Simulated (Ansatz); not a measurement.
# Direct or indirect: CdS (P6_3mc)

```
Cd S
1.0
     4.15000    0.00000    0.00000
    -2.07500    3.59401    0.00000
     0.00000    0.00000    6.73700
Cd S
2 2
Direct
  0.66667 0.33333 0.50000
  0.33333 0.66667 0.00000
  0.66667 0.33333 0.87500
  0.33333 0.66667 0.37500
```

Method: Ansatz, PBE, independent particles, without spin-orbit coupling, line width 0.1 eV (Gaussian). The band structure gives a fundamental gap of 1.20 eV. The spectrum of vertical transitions near the edge:

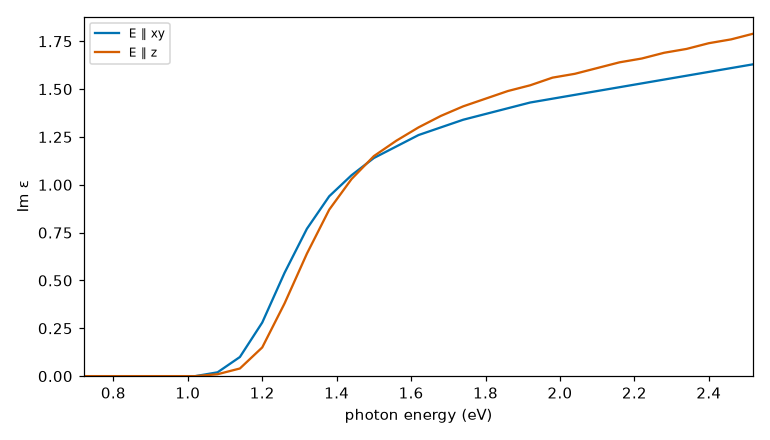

Task: Is the gap direct or indirect, and about where do vertical transitions set in?

Result: Direct: the band path has its least direct gap at the fundamental one, 1.20 eV, and the curves rise from there. Lines are broadened by 0.1 eV, which spreads the edge.

[Logs are printed without paths, hosts, clocks, repeated set-up lines and the standing remarks that a program may print on its own settings, such as how far it seeks lower states.]
